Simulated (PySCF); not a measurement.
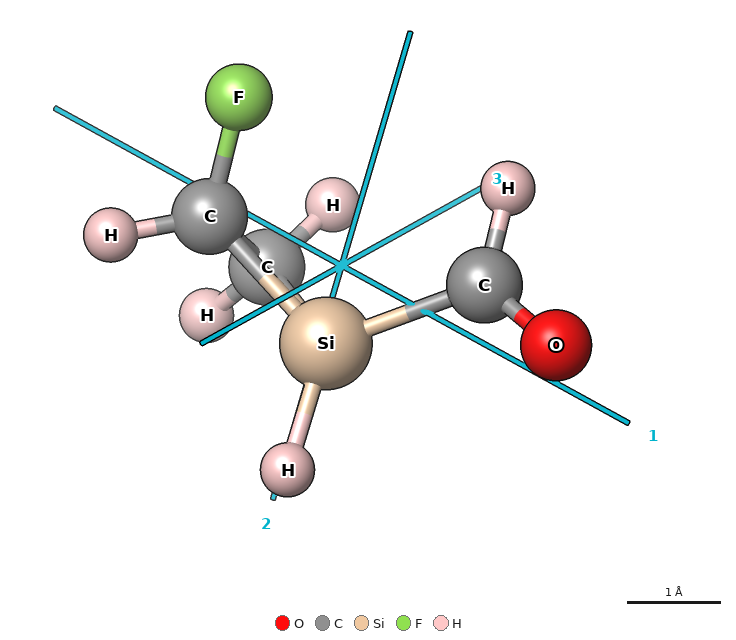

The three principal axes of inertia are drawn and numbered. Atoms fade into the background with distance from the viewer. The computed structure is the end point of a PBE0-D3(BJ)/def2-SVP optimisation. No frequency run is at hand to confirm it as a minimum. Masses are those of the most abundant isotopes; constants are for the rigid equilibrium geometry.

Which line is the a axis (least moment of inertia), which b and which c?

a is line 1, b is line 2, c is line 3; the moments are 93.4, 283, 333 u Å².

Classify the rotor and give the rotational constants (GHz).

An asymmetric top (C1): A = 5.41, B = 1.78, C = 1.52 GHz. Ray's parameter κ is −0.86, close to the prolate limit.
